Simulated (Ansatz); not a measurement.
# Cl2NaOSi2 (doublet): what the fields show

Input file:

```
crystal:
  periodic: [false, false, false]
  atoms:
    - {symbol: Cl, position_ang: [1.023836, -0.958612, 2.631341]}
    - {symbol: Cl, position_ang: [-3.375063, 2.051761, 0.786109]}
    - {symbol: Na, position_ang: [-2.805274, -0.084326, -0.559281]}
    - {symbol: O, position_ang: [-1.636592, -0.364367, 1.274306]}
    - {symbol: Si, position_ang: [0.067149, 0.215443, 1.113468]}
    - {symbol: Si, position_ang: [-2.037348, 0.974210, 2.358705]}
basis:
  gaussian: {orbitals: def2-TZVPD}
magnetization: {spin_polarized: true, initial_magnetization: 1}
hamiltonian: {xc: {name: PBE0}}
output: {forces: true, orbitals: {seedname: orbitals}}
```

Run with:

```sh
ansatz run input.yaml --threads 2 --pin off --max-ram 4350MiB --events-out events.jsonl --progress --plain --runs-dir runs
```

Geometry: PBE-D3(BJ)/def2-SVP.

These are results of isolated molecule in a Gaussian basis; Kohn-Sham density functional theory, functional PBE0 (Ansatz 0.2.0), not measurements.

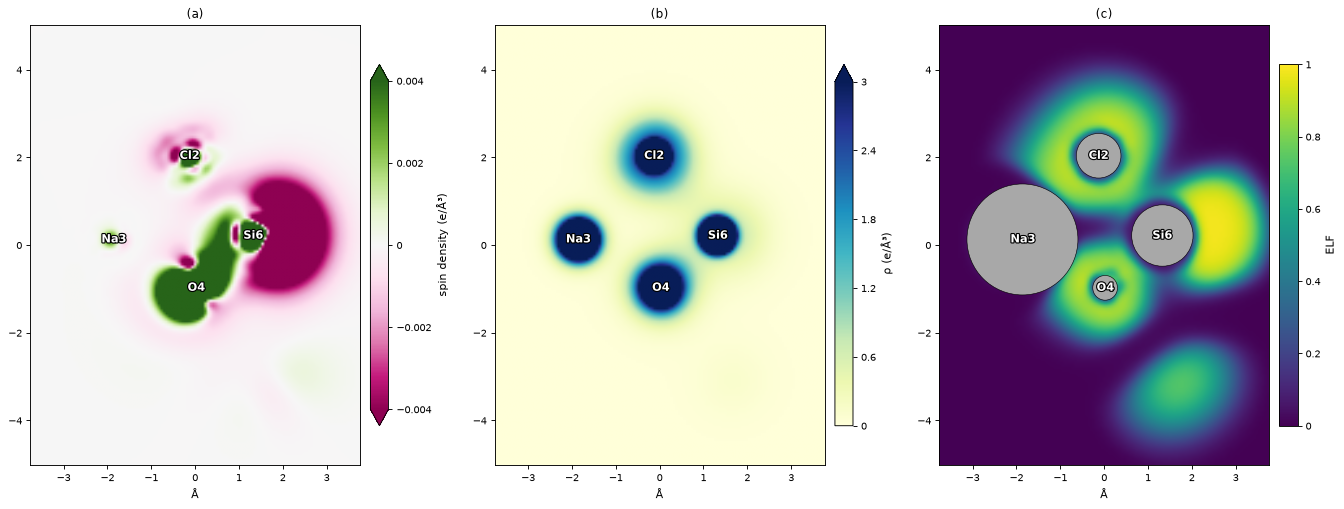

Figure 1. (a) spin density; (b) electron density; (c) electron localisation function on the plane of atoms Cl2, Si6 and O4. Grey discs cover the atomic cores in the ELF map.

Q: What does the map show?

A:
- Atoms in the plane: Cl, Na, O and Si.
- Si–O (1.77 Å): ρ is about 0.92 e/Å³ halfway; the ELF peaks at about 0.85 between the atoms; a polar covalent bond.
- Na–O (2.19 Å): ρ at the midpoint is about 0.24 e/Å³; the ELF peaks at about 0.90 in the valence shell of O, 0.6 Å from its nucleus, and is about 0.15 at the midpoint (an ionic contact with no shared pair).
- Na–Cl (2.59 Å): the density is about 0.22 e/Å³ at the midpoint; the ELF peaks at about 0.90 in the valence shell of Cl, 0.8 Å from its nucleus, and falls to about 0.05 next to Na (a largely ionic contact).
- Na–Si (3.20 Å): ρ is about 0.18 e/Å³ halfway; the ELF is about 0.20 at the midpoint.
- Si–Cl (2.33 Å): ρ is about 0.53 e/Å³ halfway, with its minimum of 0.42 e/Å³ about 0.9 Å from Si; the ELF peaks at about 0.85 between the atoms; a shared but strongly polarised pair.
- The unpaired spin (1 electron) lies mostly on Si6 (about 0.4), Si5 (about 0.4) and O4 (about 0.1), in electrons by Hirshfeld's partition.

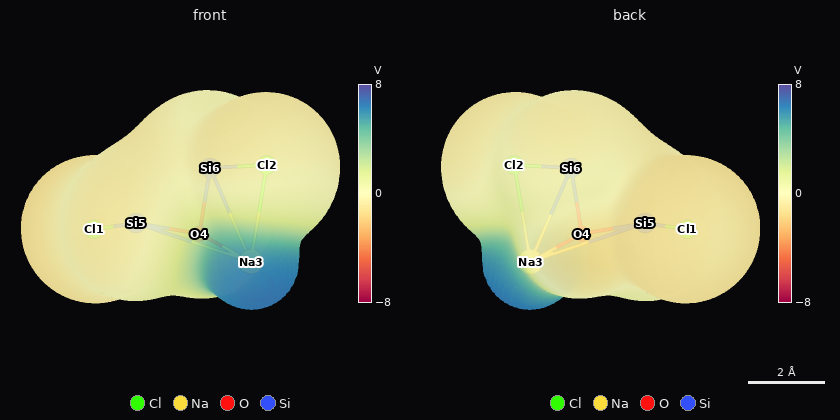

Figure 2. The electrostatic potential painted on the density surface at 0.002 e/bohr³, seen from the front and from behind; red is negative and blue positive.

Q: Which sites attract a positive test charge, and which a negative one?

A: A positive charge is drawn to the negative regions and a negative charge to the positive ones. The most negative region (about −1.1 V) lies over Cl1 and O4, the most positive (about +6.7 V) over Na3.

Q: How polar is the molecule by this calculation?

A: Its dipole moment is 7.90 D.

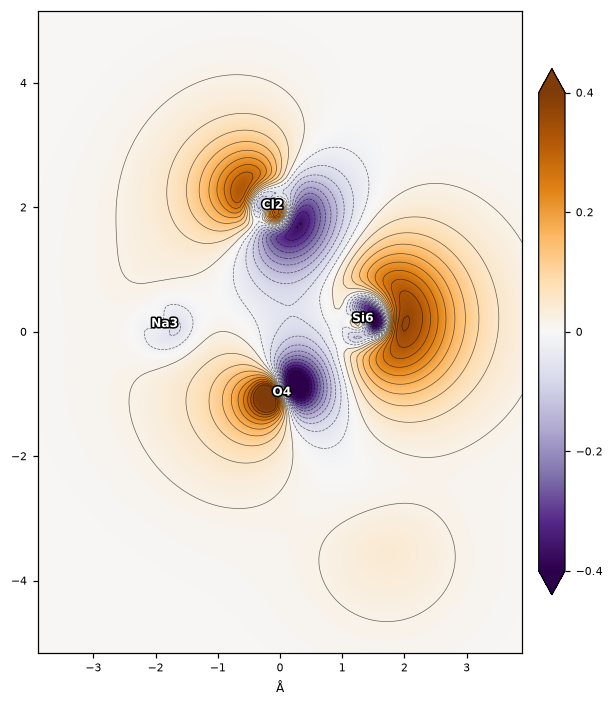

Figure 3. The HOMO−1 (β) on the plane of atoms Cl2, Si6 and O4 (values in Å⁻³ᐟ²; the overall sign is arbitrary).

Q: Where does this orbital lie, and at what energy?

A: By Hirshfeld shares it lies mainly on Si6 (about 45 %), Si5 (about 15 %), Cl2 (about 15 %), O4 (about 15 %) and Cl1 (about 10 %). Its energy is −7.50 eV.
